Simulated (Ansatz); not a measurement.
# SiCl (doublet): wB97M-V, B2PLYP, RPA-PBE over a scan of the distance Si1–Cl2, cc-pVTZ

Aim: run SiCl (doublet) with these functionals over a scan of the distance Si1–Cl2, and hold them against the top wave-function level at the same points.

Computed with Ansatz 0.2.0, Gaussian basis. Level: cc-pVTZ, all electrons in the functionals, frozen cores in the correlation of double hybrids and RPA.

The runs, in order: wB97M-V, B2PLYP, RPA-PBE, at 1.856 Å; 2.067 Å; 2.287 Å; 2.803 Å; 3.776 Å; 5.675 Å.

3 further runs of the same task are left out: 3 for a known fault of the program. Runs told in other sessions of the task aren't counted.

## Step 1: What is computed

The geometry derives from a PBE0/def2-TZVP stationary point (not a proven minimum). One bond is set to the value named and the two fragments are kept rigid.

2 atoms, charge 0, spin multiplicity 2.

Atoms are counted from 1 here; the program's logs count them from 0.

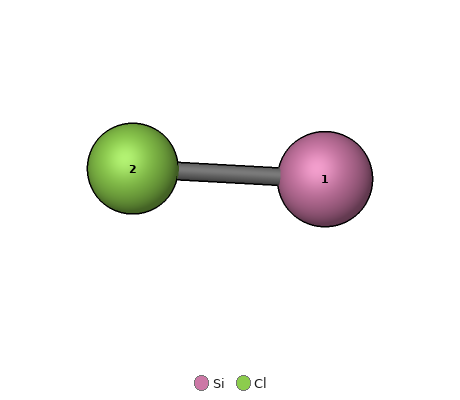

The geometry (silicon pink, chlorine green); atoms are numbered from 1 in the order of the file.

No dispersion term is added; wB97M-V holds VV10 nonlocal correlation.

The geometry shown and the zero of energy belong to the point 2.067 Å. The yardstick, UCCSDT(Q), and other wave-function levels (R restricted, U unrestricted, valence and pair active spaces) come from earlier runs.

## Step 2: wB97M-V, 1.856 Å

The input, in.yaml:

```yaml
crystal:
  periodic: [false, false, false]
  atoms:
    - {symbol: Si, position_ang: [0.000000, 0.000000, 0.000000]}
    - {symbol: Cl, position_ang: [0.000000, 0.000000, 1.856000]}
basis:
  gaussian: {orbitals: cc-pVTZ}
magnetization: {spin_polarized: true, initial_magnetization: 1}
hamiltonian: {xc: {name: wB97M-V}}
output: {forces: true, orbitals: {seedname: orbitals}}
```

The run is started by

```console
$ ansatz run in.yaml --threads 1 --pin off --events-out ev --progress --plain --max-ram 4096MiB --backend cpu
```

The program printed, cut to the lines that bear on the results:

```text
Functional definition: wB97M-V
  name "wB97M-V"
  cite "Mardirossian & Head-Gordon, J. Chem. Phys. 144, 214110 (2016) doi:10.1063/1.4952647"
  cite "Becke, J. Chem. Phys. 107, 8554 (1997) doi:10.1063/1.475007"
  cite "Vydrov & Van Voorhis, J. Chem. Phys. 133, 244103 (2010) doi:10.1063/1.3521275"
  # Of w^i u^j: cxij and so on, Table III.
[...]
  gx(w, u) = 1 - cx + cx01*u + cx10*w
  gss(w, u) = css00 + css04*u^4 + css10*w + css20*w^2 + css43*w^4*u^3
  gos(w, u) = cos00 + cos10*w + (cos20 + cos21*u)*w^2 + (cos60 + cos61*u)*w^6
[...]
      + integral(e_c_pw_mod_opposite_spin*gos(b97_w_opposite, b97_u_opposite)) + vv10(b, c)
560 factors; their error is unknown
91 factors; integrals over basis functions are off by at most 1.3e-4 eV
[...]
mean field -20398.60284767 eV, -749.6348279823 hartree, gradient 4.0e-5 eV, S^2 0.751763; 0 other end points of the search recorded, 0 dependent functions left out
[...]
reference -20398.60287530 eV, -749.6348289976 hartree; 16, 15 occupied and 52, 53 virtual orbitals, 560 factors
Total energy: -20398.60287530 eV, -749.6348289976 hartree
Atom 0 at     0.000000     0.000000     0.000000 Å, force     0.000000     0.000000    -6.092014 eV/Å
Atom 1 at     0.000000     0.000000     1.856000 Å, force    -0.000000     0.000000     6.092014 eV/Å
Dipole moment:     0.000000     0.000000     0.077724 e Å
```

Run time: 4.2 s. Hardware: 1 thread of AMD EPYC 7R13, shared host; peak memory 0.25 GiB.

From the report: ⟨S²⟩ of the determinant 0.752 (pure doublet: 0.75).

## Step 3: wB97M-V, 2.067 Å

in.yaml: that of step 2 with these lines changed.

```diff
@@ -4,3 +4,3 @@
     - {symbol: Si, position_ang: [0.000000, 0.000000, 0.000000]}
-    - {symbol: Cl, position_ang: [0.000000, 0.000000, 1.856000]}
+    - {symbol: Cl, position_ang: [0.000000, 0.000000, 2.067100]}
 basis:
```

Launched as before.

The program printed, cut to the lines that bear on the results:

```text
Functional definition: wB97M-V
  name "wB97M-V"
  cite "Mardirossian & Head-Gordon, J. Chem. Phys. 144, 214110 (2016) doi:10.1063/1.4952647"
  cite "Becke, J. Chem. Phys. 107, 8554 (1997) doi:10.1063/1.475007"
  cite "Vydrov & Van Voorhis, J. Chem. Phys. 133, 244103 (2010) doi:10.1063/1.3521275"
  # Of w^i u^j: cxij and so on, Table III.
[...]
  gx(w, u) = 1 - cx + cx01*u + cx10*w
  gss(w, u) = css00 + css04*u^4 + css10*w + css20*w^2 + css43*w^4*u^3
  gos(w, u) = cos00 + cos10*w + (cos20 + cos21*u)*w^2 + (cos60 + cos61*u)*w^6
[...]
      + integral(e_c_pw_mod_opposite_spin*gos(b97_w_opposite, b97_u_opposite)) + vv10(b, c)
560 factors; their error is unknown
91 factors; integrals over basis functions are off by at most 1.3e-4 eV
[...]
mean field -20399.17480358 eV, -749.6558469742 hartree, gradient 5.2e-5 eV, S^2 0.751852; 0 other end points of the search recorded, 0 dependent functions left out
[...]
reference -20399.17483165 eV, -749.6558480059 hartree; 16, 15 occupied and 52, 53 virtual orbitals, 560 factors
Total energy: -20399.17483165 eV, -749.6558480059 hartree
Atom 0 at     0.000000     0.000000     0.000000 Å, force     0.000000     0.000000    -0.210803 eV/Å
Atom 1 at     0.000000     0.000000     2.067100 Å, force    -0.000000    -0.000000     0.210803 eV/Å
Dipole moment:     0.000000    -0.000000    -0.200443 e Å
```

It took 4.2 s on 1 thread of AMD EPYC 7R13, shared host; peak memory 0.25 GiB.

From the report: ⟨S²⟩ of the determinant 0.752 (pure doublet: 0.75).

## Step 4: wB97M-V, 2.287 Å

in.yaml: that of step 3 with these lines changed.

```diff
@@ -4,3 +4,3 @@
     - {symbol: Si, position_ang: [0.000000, 0.000000, 0.000000]}
-    - {symbol: Cl, position_ang: [0.000000, 0.000000, 2.067100]}
+    - {symbol: Cl, position_ang: [0.000000, 0.000000, 2.287000]}
 basis:
```

Same command.

The program printed, cut to the lines that bear on the results:

```text
Functional definition: wB97M-V
  name "wB97M-V"
  cite "Mardirossian & Head-Gordon, J. Chem. Phys. 144, 214110 (2016) doi:10.1063/1.4952647"
  cite "Becke, J. Chem. Phys. 107, 8554 (1997) doi:10.1063/1.475007"
  cite "Vydrov & Van Voorhis, J. Chem. Phys. 133, 244103 (2010) doi:10.1063/1.3521275"
  # Of w^i u^j: cxij and so on, Table III.
[...]
  gx(w, u) = 1 - cx + cx01*u + cx10*w
  gss(w, u) = css00 + css04*u^4 + css10*w + css20*w^2 + css43*w^4*u^3
  gos(w, u) = cos00 + cos10*w + (cos20 + cos21*u)*w^2 + (cos60 + cos61*u)*w^6
[...]
      + integral(e_c_pw_mod_opposite_spin*gos(b97_w_opposite, b97_u_opposite)) + vv10(b, c)
560 factors; their error is unknown
91 factors; integrals over basis functions are off by at most 1.4e-4 eV
[...]
mean field -20398.91926403 eV, -749.6464560689 hartree, gradient 2.4e-5 eV, S^2 0.752096; 0 other end points of the search recorded, 0 dependent functions left out
[...]
reference -20398.91929255 eV, -749.6464571170 hartree; 16, 15 occupied and 52, 53 virtual orbitals, 560 factors
Total energy: -20398.91929255 eV, -749.6464571170 hartree
Atom 0 at     0.000000     0.000000     0.000000 Å, force     0.000000     0.000000     2.137914 eV/Å
Atom 1 at     0.000000     0.000000     2.287000 Å, force     0.000000     0.000000    -2.137914 eV/Å
Dipole moment:    -0.000000    -0.000000    -0.500173 e Å
```

Wall time 4.1 s (1 thread of AMD EPYC 7R13, shared host); peak memory 0.25 GiB.

From the report: ⟨S²⟩ of the determinant 0.752 (pure doublet: 0.75).

From 2.067 Å: +24.7 kJ/mol.

## Step 5: wB97M-V, 2.803 Å

in.yaml: that of step 4 with these lines changed.

```diff
@@ -4,3 +4,3 @@
     - {symbol: Si, position_ang: [0.000000, 0.000000, 0.000000]}
-    - {symbol: Cl, position_ang: [0.000000, 0.000000, 2.287000]}
+    - {symbol: Cl, position_ang: [0.000000, 0.000000, 2.803000]}
 basis:
```

Launched as before.

The program printed, cut to the lines that bear on the results:

```text
Functional definition: wB97M-V
  name "wB97M-V"
  cite "Mardirossian & Head-Gordon, J. Chem. Phys. 144, 214110 (2016) doi:10.1063/1.4952647"
  cite "Becke, J. Chem. Phys. 107, 8554 (1997) doi:10.1063/1.475007"
  cite "Vydrov & Van Voorhis, J. Chem. Phys. 133, 244103 (2010) doi:10.1063/1.3521275"
  # Of w^i u^j: cxij and so on, Table III.
[...]
  gx(w, u) = 1 - cx + cx01*u + cx10*w
  gss(w, u) = css00 + css04*u^4 + css10*w + css20*w^2 + css43*w^4*u^3
  gos(w, u) = cos00 + cos10*w + (cos20 + cos21*u)*w^2 + (cos60 + cos61*u)*w^6
[...]
      + integral(e_c_pw_mod_opposite_spin*gos(b97_w_opposite, b97_u_opposite)) + vv10(b, c)
560 factors; their error is unknown
91 factors; integrals over basis functions are off by at most 1.4e-4 eV
[...]
mean field -20397.47679079 eV, -749.5934461553 hartree, gradient 6.4e-5 eV, S^2 0.755037; 1 other end points of the search recorded, 0 dependent functions left out
[...]
reference -20397.47682103 eV, -749.5934472666 hartree; 16, 15 occupied and 52, 53 virtual orbitals, 560 factors
Total energy: -20397.47682103 eV, -749.5934472666 hartree
Atom 0 at     0.000000     0.000000     0.000000 Å, force    -0.000000     0.000000     2.904442 eV/Å
Atom 1 at     0.000000     0.000000     2.803000 Å, force     0.000000    -0.000000    -2.904442 eV/Å
Dipole moment:    -0.000000     0.000000    -1.162129 e Å
```

It took 5 s on 1 thread of AMD EPYC 7R13, shared host; peak memory 0.25 GiB.

From the report: ⟨S²⟩ of the determinant 0.755 (pure doublet: 0.75).

From 2.067 Å: +163.8 kJ/mol.

## Step 6: wB97M-V, 3.776 Å

The input, in.yaml:

```yaml
crystal:
  periodic: [false, false, false]
  atoms:
    - {symbol: Si, position_ang: [0.000000, 0.000000, 0.000000]}
    - {symbol: Cl, position_ang: [0.000000, 0.000000, 3.776000]}
basis:
  gaussian: {orbitals: cc-pVTZ}
magnetization: {spin_polarized: true, initial_magnetization: 1}
hamiltonian: {xc: {name: wB97M-V}}
output: {orbitals: {seedname: orbitals}}
```

Same command.

The program printed, cut to the lines that bear on the results:

```text
Functional definition: wB97M-V
  name "wB97M-V"
  cite "Mardirossian & Head-Gordon, J. Chem. Phys. 144, 214110 (2016) doi:10.1063/1.4952647"
  cite "Becke, J. Chem. Phys. 107, 8554 (1997) doi:10.1063/1.475007"
  cite "Vydrov & Van Voorhis, J. Chem. Phys. 133, 244103 (2010) doi:10.1063/1.3521275"
  # Of w^i u^j: cxij and so on, Table III.
[...]
  gx(w, u) = 1 - cx + cx01*u + cx10*w
  gss(w, u) = css00 + css04*u^4 + css10*w + css20*w^2 + css43*w^4*u^3
  gos(w, u) = cos00 + cos10*w + (cos20 + cos21*u)*w^2 + (cos60 + cos61*u)*w^6
[...]
      + integral(e_c_pw_mod_opposite_spin*gos(b97_w_opposite, b97_u_opposite)) + vv10(b, c)
560 factors; their error is unknown
92 factors; integrals over basis functions are off by at most 1.4e-4 eV
[...]
mean field -20395.39765719 eV, -749.5170394048 hartree, gradient 1.7e-5 eV, S^2 1.184526; 8 other end points of the search recorded, 0 dependent functions left out
reference -20395.39768960 eV, -749.5170405956 hartree; 16, 15 occupied and 52, 53 virtual orbitals, 560 factors
Total energy: -20395.39768960 eV, -749.5170405956 hartree
```

It took 25 s on 1 thread of AMD EPYC 7R13, shared host; peak memory 0.27 GiB.

From the report: ⟨S²⟩ of the determinant 1.185 (pure doublet: 0.75).

From 2.067 Å: +364.4 kJ/mol.

## Step 7: wB97M-V, 5.675 Å

in.yaml: that of step 6 with these lines changed.

```diff
@@ -4,3 +4,3 @@
     - {symbol: Si, position_ang: [0.000000, 0.000000, 0.000000]}
-    - {symbol: Cl, position_ang: [0.000000, 0.000000, 3.776000]}
+    - {symbol: Cl, position_ang: [0.000000, 0.000000, 5.675000]}
 basis:
```

Same command.

The program printed, cut to the lines that bear on the results:

```text
Functional definition: wB97M-V
  name "wB97M-V"
  cite "Mardirossian & Head-Gordon, J. Chem. Phys. 144, 214110 (2016) doi:10.1063/1.4952647"
  cite "Becke, J. Chem. Phys. 107, 8554 (1997) doi:10.1063/1.475007"
  cite "Vydrov & Van Voorhis, J. Chem. Phys. 133, 244103 (2010) doi:10.1063/1.3521275"
  # Of w^i u^j: cxij and so on, Table III.
[...]
  gx(w, u) = 1 - cx + cx01*u + cx10*w
  gss(w, u) = css00 + css04*u^4 + css10*w + css20*w^2 + css43*w^4*u^3
  gos(w, u) = cos00 + cos10*w + (cos20 + cos21*u)*w^2 + (cos60 + cos61*u)*w^6
[...]
      + integral(e_c_pw_mod_opposite_spin*gos(b97_w_opposite, b97_u_opposite)) + vv10(b, c)
560 factors; their error is unknown
92 factors; integrals over basis functions are off by at most 1.4e-4 eV
[...]
mean field -20394.69429522 eV, -749.4911913291 hartree, gradient 3.2e-6 eV, S^2 1.743289; 10 other end points of the search recorded, 0 dependent functions left out
reference -20394.69433194 eV, -749.4911926783 hartree; 16, 15 occupied and 52, 53 virtual orbitals, 560 factors
Total energy: -20394.69433194 eV, -749.4911926783 hartree
```

It took 64 s on 1 thread of AMD EPYC 7R13, shared host; peak memory 0.26 GiB.

From the report: ⟨S²⟩ of the determinant 1.743 (pure doublet: 0.75). The determinant of wB97M-V (⟨S²⟩ 1.74) is far from a pure spin state, so its energy mixes those of several spin states; that is harmless only where they are near-degenerate.

From 2.067 Å: +432.3 kJ/mol.

## Step 8: B2PLYP, 1.856 Å

The input, in.yaml:

```yaml
crystal:
  periodic: [false, false, false]
  atoms:
    - {symbol: Si, position_ang: [0.000000, 0.000000, 0.000000]}
    - {symbol: Cl, position_ang: [0.000000, 0.000000, 1.856000]}
basis:
  gaussian: {orbitals: cc-pVTZ}
magnetization: {spin_polarized: true, initial_magnetization: 1}
hamiltonian: {xc: {name: B2PLYP}}
correlation: {electrons: outside_noble_gas}
```

The command is unchanged.

The program printed, cut to the lines that bear on the results:

```text
Functional definition: B2PLYP
  name "B2PLYP"
  cite "Grimme, J. Chem. Phys. 124, 034108 (2006) doi:10.1063/1.2148954"
  cite "Becke, Phys. Rev. A 38, 3098 (1988) doi:10.1103/PhysRevA.38.3098"
  cite "Lee, Yang & Parr, Phys. Rev. B 37, 785 (1988) doi:10.1103/PhysRevB.37.785"
[...]
413 factors; integrals over basis functions are off by at most 6.7e-4 eV
[...]
mean field -20390.50300551 eV, -749.3371642731 hartree, gradient 3.5e-6 eV, S^2 0.760581; 0 other end points of the search recorded, 0 dependent functions left out
10 core orbitals not correlated: weight in the atoms' cores, before any rotation towards them, 1.000 or more for the frozen orbitals, at most 0.000 for the correlated occupied ones
reference -20390.50311780 eV, -749.3371683998 hartree; 6, 5 occupied and 52, 53 virtual orbitals, 413 factors
second order -8.82103330 eV of doubles, -0.00000000 eV of singles
Total energy: -20392.88479679 eV, -749.4246934884 hartree
```

Wall time 1.8 s (1 thread of AMD EPYC 7R13, shared host); peak memory 0.25 GiB.

From the report: ⟨S²⟩ of the determinant 0.761 (pure doublet: 0.75).

## Step 9: B2PLYP, 2.067 Å

in.yaml: that of step 8 with these lines changed.

```diff
@@ -4,3 +4,3 @@
     - {symbol: Si, position_ang: [0.000000, 0.000000, 0.000000]}
-    - {symbol: Cl, position_ang: [0.000000, 0.000000, 1.856000]}
+    - {symbol: Cl, position_ang: [0.000000, 0.000000, 2.067100]}
 basis:
```

The command is unchanged.

The program printed, cut to the lines that bear on the results:

```text
Functional definition: B2PLYP
  name "B2PLYP"
  cite "Grimme, J. Chem. Phys. 124, 034108 (2006) doi:10.1063/1.2148954"
  cite "Becke, Phys. Rev. A 38, 3098 (1988) doi:10.1103/PhysRevA.38.3098"
  cite "Lee, Yang & Parr, Phys. Rev. B 37, 785 (1988) doi:10.1103/PhysRevB.37.785"
[...]
409 factors; integrals over basis functions are off by at most 8.9e-4 eV
[...]
mean field -20391.09579379 eV, -749.3589488407 hartree, gradient 4.0e-6 eV, S^2 0.760204; 0 other end points of the search recorded, 0 dependent functions left out
10 core orbitals not correlated: weight in the atoms' cores, before any rotation towards them, 1.000 or more for the frozen orbitals, at most 0.000 for the correlated occupied ones
reference -20391.09590735 eV, -749.3589530138 hartree; 6, 5 occupied and 52, 53 virtual orbitals, 409 factors
second order -8.82736197 eV of doubles, -0.00000000 eV of singles
Total energy: -20393.47929508 eV, -749.4465408973 hartree
```

Wall time 1.5 s (1 thread of AMD EPYC 7R13, shared host); peak memory 0.25 GiB.

From the report: ⟨S²⟩ of the determinant 0.760 (pure doublet: 0.75).

## Step 10: B2PLYP, 2.287 Å

in.yaml: that of step 9 with these lines changed.

```diff
@@ -4,3 +4,3 @@
     - {symbol: Si, position_ang: [0.000000, 0.000000, 0.000000]}
-    - {symbol: Cl, position_ang: [0.000000, 0.000000, 2.067100]}
+    - {symbol: Cl, position_ang: [0.000000, 0.000000, 2.287000]}
 basis:
```

Same command.

The program printed, cut to the lines that bear on the results:

```text
Functional definition: B2PLYP
  name "B2PLYP"
  cite "Grimme, J. Chem. Phys. 124, 034108 (2006) doi:10.1063/1.2148954"
  cite "Becke, Phys. Rev. A 38, 3098 (1988) doi:10.1103/PhysRevA.38.3098"
  cite "Lee, Yang & Parr, Phys. Rev. B 37, 785 (1988) doi:10.1103/PhysRevB.37.785"
[...]
409 factors; integrals over basis functions are off by at most 8.8e-4 eV
[...]
mean field -20390.86305146 eV, -749.3503957179 hartree, gradient 3.5e-6 eV, S^2 0.759660; 0 other end points of the search recorded, 0 dependent functions left out
10 core orbitals not correlated: weight in the atoms' cores, before any rotation towards them, 1.000 or more for the frozen orbitals, at most 0.000 for the correlated occupied ones
reference -20390.86316700 eV, -749.3503999639 hartree; 6, 5 occupied and 52, 53 virtual orbitals, 409 factors
second order -8.83269331 eV of doubles, -0.00000000 eV of singles
Total energy: -20393.24799420 eV, -749.4380407468 hartree
```

It took 1.7 s on 1 thread of AMD EPYC 7R13, shared host; peak memory 0.25 GiB.

From the report: ⟨S²⟩ of the determinant 0.760 (pure doublet: 0.75).

From 2.067 Å: +22.3 kJ/mol.

## Step 11: B2PLYP, 2.803 Å

in.yaml: that of step 10 with these lines changed.

```diff
@@ -4,3 +4,3 @@
     - {symbol: Si, position_ang: [0.000000, 0.000000, 0.000000]}
-    - {symbol: Cl, position_ang: [0.000000, 0.000000, 2.287000]}
+    - {symbol: Cl, position_ang: [0.000000, 0.000000, 2.803000]}
 basis:
```

Launched as before.

The program printed, cut to the lines that bear on the results:

```text
Functional definition: B2PLYP
  name "B2PLYP"
  cite "Grimme, J. Chem. Phys. 124, 034108 (2006) doi:10.1063/1.2148954"
  cite "Becke, Phys. Rev. A 38, 3098 (1988) doi:10.1103/PhysRevA.38.3098"
  cite "Lee, Yang & Parr, Phys. Rev. B 37, 785 (1988) doi:10.1103/PhysRevB.37.785"
[...]
407 factors; integrals over basis functions are off by at most 8.2e-4 eV
[...]
mean field -20389.48134137 eV, -749.2996188086 hartree, gradient 3.7e-6 eV, S^2 0.759316; 4 other end points of the search recorded, 0 dependent functions left out
10 core orbitals not correlated: weight in the atoms' cores, before any rotation towards them, 1.000 or more for the frozen orbitals, at most 0.000 for the correlated occupied ones
reference -20389.48145904 eV, -749.2996231329 hartree; 6, 5 occupied and 52, 53 virtual orbitals, 407 factors
second order -8.84196198 eV of doubles, -0.00000000 eV of singles
Total energy: -20391.86878878 eV, -749.3873558825 hartree
```

Wall time 2.8 s (1 thread of AMD EPYC 7R13, shared host); peak memory 0.25 GiB.

From the report: ⟨S²⟩ of the determinant 0.759 (pure doublet: 0.75).

From 2.067 Å: +155.4 kJ/mol.

## Step 12: B2PLYP, 3.776 Å

in.yaml: that of step 11 with these lines changed.

```diff
@@ -4,3 +4,3 @@
     - {symbol: Si, position_ang: [0.000000, 0.000000, 0.000000]}
-    - {symbol: Cl, position_ang: [0.000000, 0.000000, 2.803000]}
+    - {symbol: Cl, position_ang: [0.000000, 0.000000, 3.776000]}
 basis:
```

The command is unchanged.

The program printed, cut to the lines that bear on the results:

```text
Functional definition: B2PLYP
  name "B2PLYP"
  cite "Grimme, J. Chem. Phys. 124, 034108 (2006) doi:10.1063/1.2148954"
  cite "Becke, Phys. Rev. A 38, 3098 (1988) doi:10.1103/PhysRevA.38.3098"
  cite "Lee, Yang & Parr, Phys. Rev. B 37, 785 (1988) doi:10.1103/PhysRevB.37.785"
[...]
404 factors; integrals over basis functions are off by at most 7.8e-4 eV
[...]
mean field -20387.70317136 eV, -749.2342722660 hartree, gradient 2.6e-6 eV, S^2 1.377469; 13 other end points of the search recorded, 0 dependent functions left out
10 core orbitals not correlated: weight in the atoms' cores, before any rotation towards them, 1.000 or more for the frozen orbitals, at most 0.000 for the correlated occupied ones
reference -20387.70330172 eV, -749.2342770565 hartree; 6, 5 occupied and 52, 53 virtual orbitals, 404 factors
second order -7.89168917 eV of doubles, -0.00000000 eV of singles
Total energy: -20389.83405779 eV, -749.3125808980 hartree
```

Run time: 9.5 s. Hardware: 1 thread of AMD EPYC 7R13, shared host; peak memory 0.25 GiB.

From the report: ⟨S²⟩ of the determinant 1.377 (pure doublet: 0.75). The determinant of B2PLYP (⟨S²⟩ 1.38) is far from a pure spin state, so its energy mixes those of several spin states; that is harmless only where they are near-degenerate.

From 2.067 Å: +351.7 kJ/mol.

## Step 13: B2PLYP, 5.675 Å

in.yaml: that of step 12 with these lines changed.

```diff
@@ -4,3 +4,3 @@
     - {symbol: Si, position_ang: [0.000000, 0.000000, 0.000000]}
-    - {symbol: Cl, position_ang: [0.000000, 0.000000, 3.776000]}
+    - {symbol: Cl, position_ang: [0.000000, 0.000000, 5.675000]}
 basis:
```

Launched as before.

The program printed, cut to the lines that bear on the results:

```text
Functional definition: B2PLYP
  name "B2PLYP"
  cite "Grimme, J. Chem. Phys. 124, 034108 (2006) doi:10.1063/1.2148954"
  cite "Becke, Phys. Rev. A 38, 3098 (1988) doi:10.1103/PhysRevA.38.3098"
  cite "Lee, Yang & Parr, Phys. Rev. B 37, 785 (1988) doi:10.1103/PhysRevB.37.785"
[...]
400 factors; integrals over basis functions are off by at most 4.8e-4 eV
[...]
mean field -20387.25108029 eV, -749.2176582256 hartree, gradient 3.1e-6 eV, S^2 1.754267; 11 other end points of the search recorded, 0 dependent functions left out
10 core orbitals not correlated: weight in the atoms' cores, before any rotation towards them, 1.000 or more for the frozen orbitals, at most 0.000 for the correlated occupied ones
reference -20387.25124277 eV, -749.2176641965 hartree; 6, 5 occupied and 52, 53 virtual orbitals, 400 factors
second order -7.18734136 eV of doubles, -0.00000000 eV of singles
Total energy: -20389.19182493 eV, -749.2889792757 hartree
```

It took 14 s on 1 thread of AMD EPYC 7R13, shared host; peak memory 0.25 GiB.

From the report: ⟨S²⟩ of the determinant 1.754 (pure doublet: 0.75). The determinant of B2PLYP (⟨S²⟩ 1.75) is far from a pure spin state, so its energy mixes those of several spin states; that is harmless only where they are near-degenerate.

From 2.067 Å: +413.7 kJ/mol.

[end of part 1 of 2]
